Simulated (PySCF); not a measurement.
# B2PLYP/STO-3G run of [H2PO2]− (SMILES O=[PH2][O-])

Aim: the vertical singlet–triplet gap of [H2PO2]− at B2PLYP/STO-3G, from 2 runs. The job is set up through a Python script.

Program for the calculation: PySCF 2.14.0.

10 further runs of the same task are left out: 4 that didn't finish, 6 set aside as unsound or not needed.

## (1) The molecule

[H2PO2]−: 5 atoms, total charge -1, spin state singlet. SMILES: `O=[PH2][O-]`. Geometry: relaxed at GFN2-xTB.

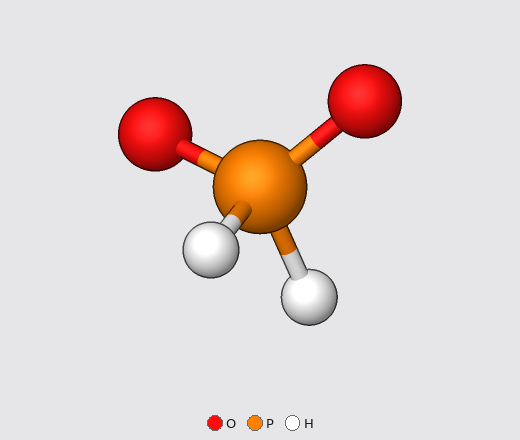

The structure, seen from a chosen angle (oxygen red, phosphorus orange, hydrogen white).

## (2) A single-point energy at B2PLYP/STO-3G

Contents of job.py:

```python
# O=[PH2][O-]
from pyscf import gto, dft, mp

system = gto.M(
    atom='''
O       -0.569750       0.418060       1.344900
P        0.023990      -0.029410       0.067110
O        1.087130      -1.056140       0.105400
H       -0.993470      -0.417790      -0.831230
H        0.452100       1.085290      -0.686190
''',
    spin=0,
    max_memory=1860,
    basis='sto-3g',
    charge=-1,
    verbose=3,
)

mf = dft.RKS(system, xc='0.53*HF + 0.47*B88, 0.73*LYP')
mf.conv_tol = 1e-10
mf.grids.level = 5
mf.kernel()
if not mf.converged:
    mf = mf.newton().run(mf.mo_coeff, mf.mo_occ)

pt = mp.MP2(mf, frozen=7).run()
e_tot = mf.e_tot + 0.27 * pt.e_corr
print('PT2 part  %.8f' % (0.27 * pt.e_corr))
print('E(%s) = %.9f' % ('B2PLYP', e_tot))
```

Run with:

```sh
$ OMP_NUM_THREADS=1 python job.py
```

Log:

```text
converged SCF energy = -486.298351880083
E(RMP2) = -486.460242843095  E_corr = -0.161890963011724
E(SCS-RMP2) = -486.46070274451  E_corr = -0.162350864427023
PT2 part  -0.04371056
E(B2PLYP) = -486.342062440
```

Wall time 3.3 s (1 thread of Arm Neoverse V1, shared host); peak memory 0.21 GiB.

## (3) The triplet at the same level

Contents of input.py:

```python
from pyscf import gto, dft, mp

mol = gto.M(
    atom='''
O   -0.569750   0.418060   1.344900
P    0.023990  -0.029410   0.067110
O    1.087130  -1.056140   0.105400
H   -0.993470  -0.417790  -0.831230
H    0.452100   1.085290  -0.686190
''',
    basis='sto-3g',
    spin=2,
    verbose=3,
    max_memory=1860,
    charge=-1,
)

mf = dft.UKS(mol)
mf.xc = '0.53*HF + 0.47*B88, 0.73*LYP'
mf.grids.level = 5
mf.conv_tol = 1e-10
mf.kernel()
if not mf.converged:
    mf = mf.newton().run(mf.mo_coeff, mf.mo_occ)

pt = mp.MP2(mf, frozen=7).run()
etot = mf.e_tot + 0.27 * pt.e_corr
print('PT2 part  %.8f' % (0.27 * pt.e_corr))
print('Final energy', etot)
```

Run with:

```sh
$ OMP_NUM_THREADS=1 python input.py
```

Log:

```text
WARN: HOMO 0.223307497905675 >= LUMO -0.311129989334172

WARN: HOMO 0.53233032507402 >= LUMO 0.462589868456403

WARN: HOMO 0.529807509553706 >= LUMO 0.309008383066638

WARN: HOMO 0.509505854448263 >= LUMO 0.343705865203435

WARN: HOMO 0.515172059384869 >= LUMO 0.362700369018953

WARN: HOMO 0.515250523334864 >= LUMO 0.363524999076016

WARN: HOMO 0.5152364598691 >= LUMO 0.364219778464494

WARN: HOMO 0.515223164329363 >= LUMO 0.364898540214553

WARN: HOMO 0.51525472546669 >= LUMO 0.365659059784984

WARN: HOMO 0.515252739607985 >= LUMO 0.365666472862483

WARN: HOMO 0.515286838303629 >= LUMO 0.366469154248062

WARN: HOMO 0.515294078347281 >= LUMO 0.366585608237926

WARN: HOMO 0.51529464870168 >= LUMO 0.366583023456309

WARN: HOMO 0.515284496244586 >= LUMO 0.366552301041378

WARN: HOMO 0.515276764898429 >= LUMO 0.366608043602241

WARN: HOMO 0.515301111567469 >= LUMO 0.366608252793163

WARN: HOMO 0.515300756031223 >= LUMO 0.366598056825494

WARN: HOMO 0.515297841187253 >= LUMO 0.366600788436117

WARN: HOMO 0.515299633552468 >= LUMO 0.366590932019665

WARN: HOMO 0.515294313024969 >= LUMO 0.366642252227329

WARN: HOMO 0.515301552137225 >= LUMO 0.366607947609742

WARN: HOMO 0.515301493614614 >= LUMO 0.366602813634368

WARN: HOMO 0.515302245845508 >= LUMO 0.366604863968703

WARN: HOMO 0.515302083339867 >= LUMO 0.366604662447266

converged SCF energy = -485.954256117424  <S^2> = 2.0303477  2S+1 = 3.020164
E(UMP2) = -486.170052000763  E_corr = -0.215795883339374
E(SCS-UMP2) = -486.167620756509  E_corr = -0.213364639084766
PT2 part  -0.05826489
Final energy -486.0125210059255
```

Run time: 9.9 s. Hardware: 1 thread of Arm Neoverse V1, shared host; peak memory 0.22 GiB.

## (4) Outcome

At B2PLYP/STO-3G, 7 core orbitals frozen:

```
                                                         quantity          value
                                            singlet: total energy  -486.34206 Eh
                       singlet: HOMO energy (SCF part's orbitals)        4.50 eV
                       singlet: LUMO energy (SCF part's orbitals)       18.44 eV
   singlet: HOMO–LUMO gap (to an unbound level, set by the basis)       13.94 eV
                                            triplet: total energy  -486.01252 Eh
triplet: HOMO energy (SCF part's orbitals) (highest over α and β)       14.02 eV
                                                    triplet: ⟨S²⟩          2.030
                 vertical energy of the triplet above the singlet       8.967 eV
```

At this shape the triplet lies 8.97 eV (207 kcal/mol) above the singlet. For an anion a state so high probably lies above electron detachment. In a minimal basis such a difference can be off by several eV, whatever the method. Mulliken charges (singlet) run from -0.71 on O1 to +0.94 on P2; they depend strongly on the basis. The HOMO (singlet) lies at positive energy, 4.50 eV; only total energies tell whether the electron is bound. The HOMO (triplet) lies at positive energy, 14.02 eV; only total energies tell whether the electron is bound.
